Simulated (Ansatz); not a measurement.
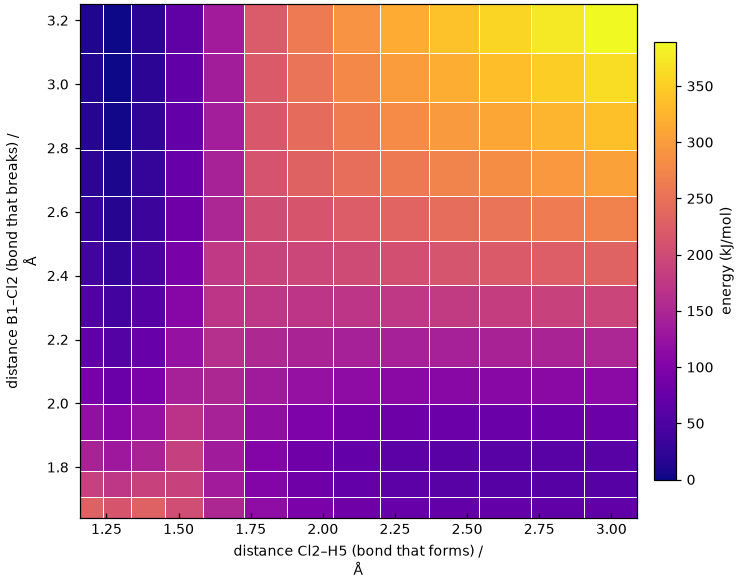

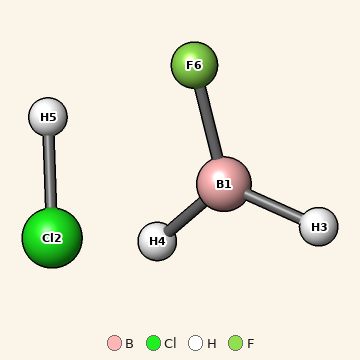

Energy landscape of the reacting system BClFH₃ (fragments BClH₂ + FH where the first distance is long, BFH₂ + ClH where the second is long). The first coordinate is: distance Cl2–H5 (bond that forms); the second: distance B1–Cl2 (bond that breaks). Relaxed at each point: all other coordinates. The scan uses a 13 × 13 grid. Points are written as (first, second). All energies are given in kJ/mol relative to the lowest grid point. Energies and slopes of some neighbouring points disagree (a jump in structure or state, or too coarse a mesh). The reference is spin-restricted, so regions where a bond is pulled apart into radicals lie too high. Computed with Ansatz, RHF/def2-SVP.

Drawn: one coloured cell a grid point. The second picture is the structure at the lowest point.

### Where are the lowest and the highest points?

The lowest grid point is at (1.278 Å, 3.174 Å). It lies in a valley that leaves the map towards separated partners. The energy also falls towards the edge at (2.997 Å, 1.741 Å) (58 kJ/mol above the lowest), where a further well may lie outside the range. The highest grid point, (2.997 Å, 3.174 Å), lies 389 kJ/mol above the lowest.

Grid values (kJ/mol):

```tsv
second ↓, first →	1.197	1.278	1.389	1.515	1.653	1.800	1.954	2.115	2.281	2.453	2.630	2.811	2.997
3.174	12	0	19	68	136	221	260	290	315	337	357	374	389
3.019	13	1	20	69	137	219	252	278	299	318	335	350	364
2.868	16	4	23	71	139	216	242	263	281	297	311	324	336
2.721	21	9	28	76	144	210	230	245	259	272	284	295	305
2.578	28	16	35	83	150	201	214	224	234	243	253	262	270
2.439	38	26	45	92	176	188	194	199	205	212	219	226	232
2.305	52	40	58	105	171	172	171	172	174	178	182	187	191
2.176	70	57	75	122	161	153	146	142	142	142	144	147	150
2.054	91	78	95	142	151	135	122	114	110	108	108	109	111
1.939	119	105	122	168	144	117	98	87	82	79	79	79	80
1.834	145	131	147	184	135	103	83	71	65	62	61	60	61
1.741	186	172	187	187	137	103	83	70	64	60	59	58	58
1.674	228	214	228	202	150	116	95	83	76	72	70	69	69
```

The whole map (169 points run) took 11 min on 1 thread of Arm Neoverse V2, with other jobs on the host.
